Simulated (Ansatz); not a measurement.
**C2H12Si3 (SMILES C[SiH2]C([SiH3])[SiH3]): density, localisation and related maps**

Input

```
crystal:
  periodic: [false, false, false]
  atoms:
    - {symbol: C, position_ang: [1.123855, -1.716291, -1.321448]}
    - {symbol: C, position_ang: [-0.976780, -0.680972, 0.799110]}
    - {symbol: Si, position_ang: [0.847189, -0.736482, 0.269744]}
    - {symbol: Si, position_ang: [-1.766696, -2.394901, 0.918364]}
    - {symbol: Si, position_ang: [-2.006004, 0.504379, -0.255547]}
    - {symbol: H, position_ang: [0.543550, -1.304254, -2.154363]}
    - {symbol: H, position_ang: [2.182545, -1.684948, -1.603849]}
    - {symbol: H, position_ang: [0.843068, -2.769080, -1.204087]}
    - {symbol: H, position_ang: [1.342111, 0.658607, 0.080457]}
    - {symbol: H, position_ang: [1.644249, -1.343106, 1.374460]}
    - {symbol: H, position_ang: [-0.980416, -0.268698, 1.820339]}
    - {symbol: H, position_ang: [-0.850647, -3.367734, 1.577589]}
    - {symbol: H, position_ang: [-3.027978, -2.338493, 1.706865]}
    - {symbol: H, position_ang: [-2.090904, -2.918211, -0.437113]}
    - {symbol: H, position_ang: [-1.580096, 1.912759, -0.030822]}
    - {symbol: H, position_ang: [-3.455992, 0.400503, 0.070559]}
    - {symbol: H, position_ang: [-1.841589, 0.192996, -1.702023]}
basis:
  gaussian:
    orbitals: def2-SVPD
hamiltonian:
  xc: pbe0
output:
  forces: true
  orbitals: {seedname: orbitals}
```

Launched as:

```sh
ansatz run input.yaml --threads 2 --pin off --max-ram 4350MiB --events-out events.jsonl --progress --plain --runs-dir runs
```

Geometry: B3LYP/6-31G*.

Method: isolated molecule in a Gaussian basis; Kohn-Sham density functional theory, functional PBE0 in Ansatz 0.2.0.

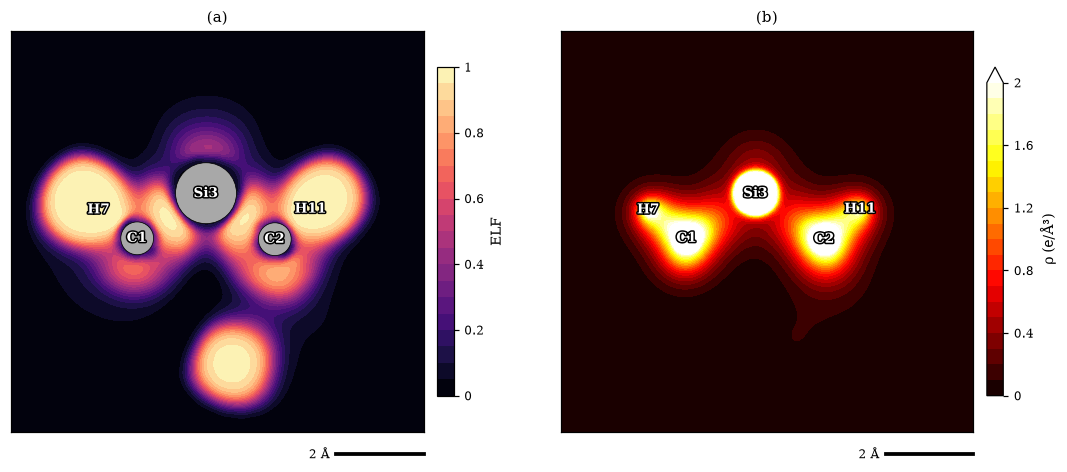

Figure 1. (a) electron localisation function; (b) total electron density on the plane of atoms Si3, C1 and H7. Grey discs cover the atomic cores in the ELF map.

### Interpret the plot.

- Atoms in the plane: C, Si and H.
- C–Si (1.89 Å): ρ is about 0.94 e/Å³ halfway; the ELF peaks at about 0.95 between the atoms; a covalent bond.
- C–H (1.10 Å): ρ at the midpoint is about 1.9 e/Å³; the ELF climbs to about 1 towards the hydrogen, as it does in any bond to H: an ordinary covalent bond to hydrogen.

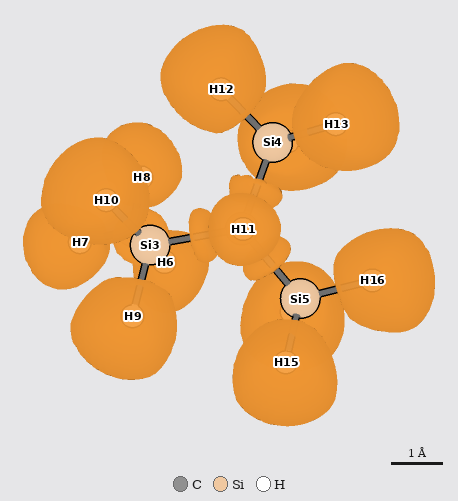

Figure 2. Isosurface of the ELF at 0.85 (orange), seen at a tilt. Core shells and regions of very low density are left out.

### What do the ELF domains correspond to?

The surface consists of four regions between bonded C–Si atoms (shared pairs) and twelve regions around hydrogen nuclei.

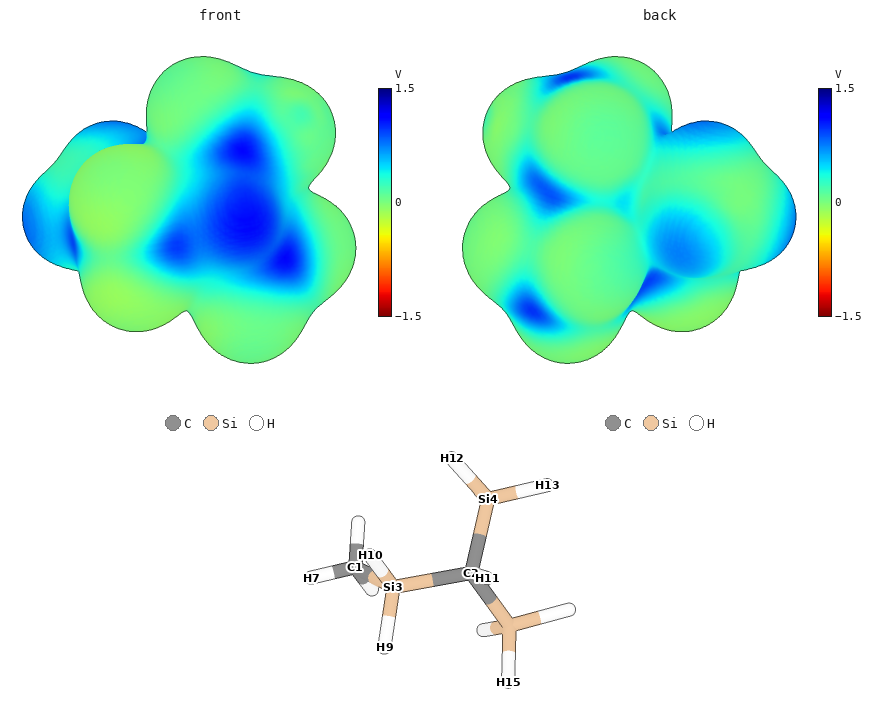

Figure 3. The molecular electrostatic potential painted on the density surface at 0.002 e/bohr³, seen from the front and from behind; red is negative and blue positive. The bare structure is drawn below in the same view.

### Where is the surface potential most negative and most positive?

The most negative region (about −0.1 V) lies over H9 and H10, the most positive (about +1.1 V, or +25 kcal/mol for a unit charge) over Si4, Si5 and H11.
